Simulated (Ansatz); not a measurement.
Si2H5OCl: several calculations on one system

**1. Relaxation**

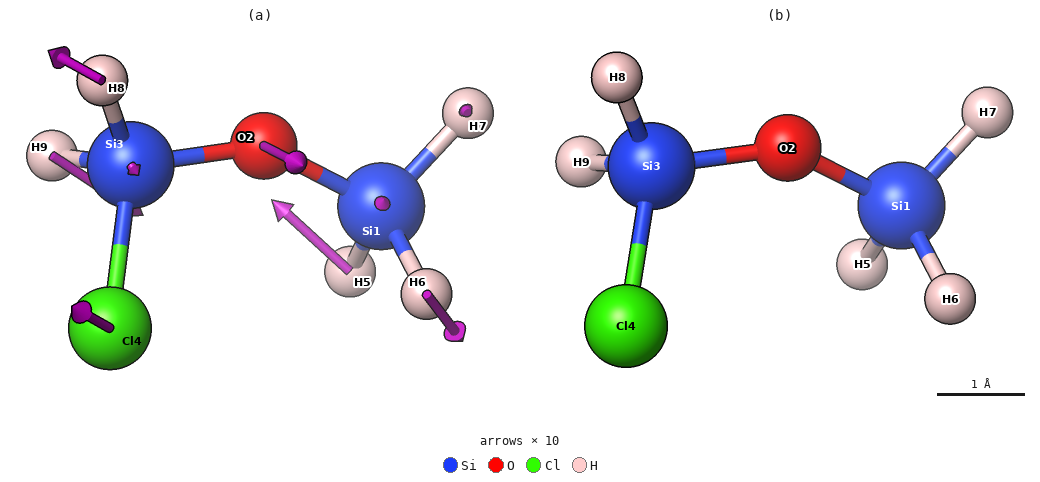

The structure of Si₂H₅OCl before (left) and after (right) a constrained relaxation, at one scale. The purple arrows give the displacements, 10 times their true length.

The picture is a ball-and-stick view, seen at a tilt.

All numbers below come from RKS PBE0-D4/def2-TZVP in Ansatz 0.2.0.

The input:
```yaml
crystal:
  periodic: [false, false, false]
  atoms:
    - {symbol: Si, position_ang: [0.397010, 1.485798, 0.320175]}
    - {symbol: O, position_ang: [-0.519516, 0.129270, 0.179536]}
    - {symbol: Si, position_ang: [-0.574320, -1.412222, -0.312410]}
    - {symbol: Cl, position_ang: [1.258959, -2.301255, -0.057970]}
    - {symbol: H, position_ang: [1.012658, 1.943524, -1.227079]}
    - {symbol: H, position_ang: [1.525718, 1.239655, 1.250547]}
    - {symbol: H, position_ang: [-0.475448, 2.558883, 0.852000]}
    - {symbol: H, position_ang: [-1.553271, -2.144313, 0.515316]}
    - {symbol: H, position_ang: [-0.897078, -1.481541, -1.753783]}
basis:
  gaussian: {orbitals: def2-TZVP}
hamiltonian: {xc: pbe0, dispersion: d4}
relax: {f_tol: 0.005, max_steps: 200, constraints: [{distance: [0, 4]}]}
```

Summarise the run.

After 14 geometry steps the energy has fallen by 0.08 kcal/mol. The largest force component goes from 0.18 to 0.004 eV/Å. The atom that moves furthest after the best rigid fit is H9 (0.14 Å). Largest moves by element: H 0.14 Å, O 0.13 Å, Cl 0.09 Å, Si 0.02 Å. Near-neighbour distances that change, for instance: Si1–O2 1.643 → 1.639 Å, O2–Si3 1.619 → 1.623 Å. The run took of the order of 70 core-seconds on a shared host.

**2. Relaxation**

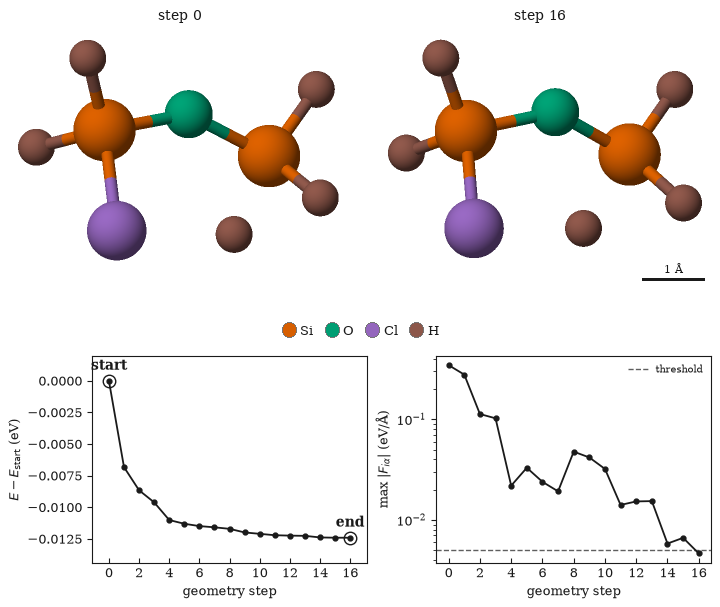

First and last geometry of a constrained relaxation of Si₂H₅OCl, with the history of the run. The picture is a ball-and-stick view, seen at a tilt.

The calculation used RKS PBE0-D4/def2-TZVP in Ansatz 0.2.0. (held fixed: the distance between atoms 1 (Si) and 5 (H), counting from 1; force threshold 0.005 eV/Å; at most 200 steps)

Q: What do the curves and the structures tell?

A: It converged. The atom that moves furthest after the best rigid fit is an H atom (0.22 Å). Largest moves by element: H 0.22 Å, O 0.20 Å, Cl 0.09 Å, Si 0.04 Å. Some distances before and after: O–Si 1.643 → 1.634 Å, O–Si 1.619 → 1.626 Å. Bond angles that change, for instance: Si–O–Si 146.2° → 142.7°, H–Si–H 110.1° → 112.2°. Groups turn about O–Si by about 20°. After 16 geometry steps the energy has fallen by 0.012 eV. The largest force component goes from 0.34 to 0.0046 eV/Å. The run took about 90 core-seconds on a shared host.

**3. Scan**

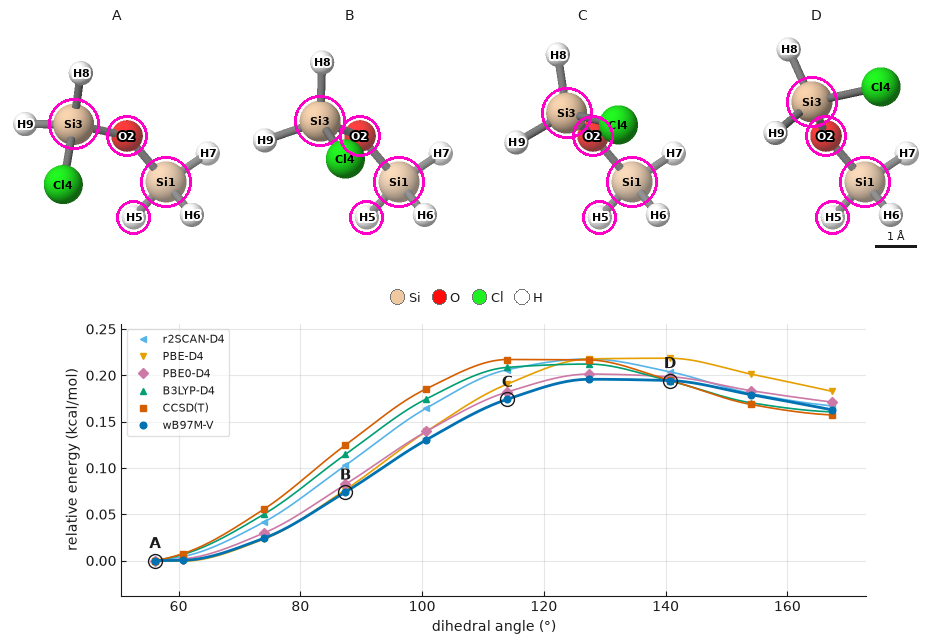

Si2H5OCl: the H5–Si1–O2–Si3 dihedral angle is varied, with the rest of the molecule carried along rigidly. The lettered frames are marked on the plot, at the values of wB97M-V. Style: ball-and-stick. Shown from a free direction. The ringed atoms are those of the scanned coordinate.

Levels of theory: wB97M-V, CCSD(T), B3LYP-D4, PBE0-D4, PBE-D4, r2SCAN-D4 (def2-TZVPP, Ansatz), on geometries moved rigidly from the minimum at PBE0-D4/def2-TZVP. Coupled cluster with a frozen core. Energies are counted from the PBE0-D4/def2-TZVP minimum geometry at the same level.

> Describe the profile.

With wB97M-V: of the computed points the lowest is at the dihedral 56.2°, 0.00 kcal/mol. A local maximum lies at 127.4° (0.20 kcal/mol). The highest point, at 127.4°, lies 0.20 kcal/mol above the lowest and gives an upper estimate of the barrier to rotation, since the rotor is rigid. At 127.4° the levels give wB97M-V 0.20 kcal/mol, PBE0-D4 0.20 kcal/mol, B3LYP-D4 0.21 kcal/mol, CCSD(T) 0.22 kcal/mol, PBE-D4 0.22 kcal/mol, r2SCAN-D4 0.22 kcal/mol. Closest to CCSD(T) there is PBE-D4.
